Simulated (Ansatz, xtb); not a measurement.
# Ligand exchange: SiH3Cl + HOI → SiH3(OH) + ICl

Species: SiH3Cl (chlorosilane) `[SiH3]Cl`, singlet; HOI `OI`, singlet; SiH3(OH) (silanol), singlet; ICl (iodine monochloride), singlet. The partners trade Cl for OH: Si–Cl and I–OH bonds give way to Si–OH and I–Cl.

Shapes, held fixed at every level: PBE0-D4/def2-TZVP. Programs: Ansatz 0.2.0, xtb 6.7.1. The zero-point and thermal change to 298 K, harmonic and unscaled (PBE0-D4/def2-TZVP), is +1.7 kJ/mol.

| level | kind | ΔH(298 K) (kJ/mol) | less CCSD(T)/def2-TZVPP |
| --- | --- | --- | --- |
| GFN2-xTB | semi-empirical | -112.3 | -50.8 |
| HF/def2-SVP | Hartree–Fock | -74.3 | -12.8 |
| B3LYP-D4/def2-TZVPP | global hybrid | -65.8 | -4.3 |
| BHLYP-D4/def2-TZVPP | global hybrid | -72.8 | -11.3 |
| CCSD(T)/def2-SVP | coupled cluster or CI | -58.0 | +3.5 |
| CCSD/def2-SVP | coupled cluster or CI | -60.5 | +1.0 |
| CCSD/def2-TZVPP | coupled cluster or CI | -64.7 | -3.2 |
| CCSD(T)/def2-TZVPP | coupled cluster or CI | -61.5 | 0.0 |

The highest level, CCSD(T)/def2-TZVPP, gives ΔH(298 K) = -61.5 kJ/mol; the levels span -112.3 to -58.0. The column of differences is taken from that level and isn't an error. No measured value is set beside it here. For atoms past krypton def2 sets carry core potentials with scalar relativity. Outer-core shells of I are correlated, in sets that cover them unevenly.

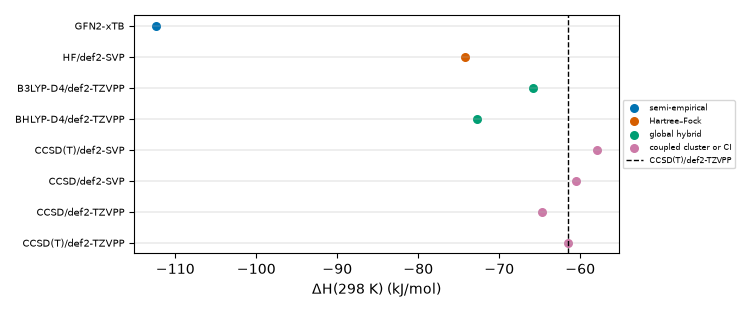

The values of the table, level by level.
